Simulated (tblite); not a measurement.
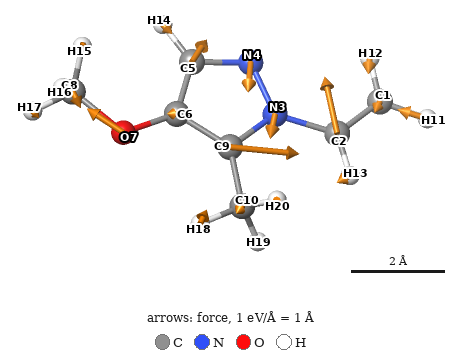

Starting geometry of C$_{7}$H$_{10}$N$_{2}$O with the computed forces as orange arrows. A ball-and-stick model, seen at a tilt.

These are results of GFN2-xTB geometry optimisation, gas phase (tblite 0.8.0), not measurements. 

Question: What follows when this structure is relaxed?

Answer: It isn't relaxed: the largest force vector, on C9, is 1.55 eV/Å. The final displacements follow the starting forces only in part (cosine between the two patterns 0.31). The energy falls by 3.10 kcal/mol in 42 geometry steps. The largest move after the best rigid fit is that of H12, 0.16 Å. Largest moves by element: H 0.16 Å, C 0.08 Å, N 0.07 Å, O 0.03 Å. Among the contacts that change: C2–N3 1.419 → 1.387 Å, N3–C9 1.397 → 1.367 Å, C1–H11 1.096 → 1.074 Å, O7–C8 1.427 → 1.406 Å. Among the angles between lasting bonds that change: C1–C2–H13 119.5° → 122.8°, C2–N3–N4 124.8° → 121.5°, N3–C2–H13 116.4° → 113.8°.
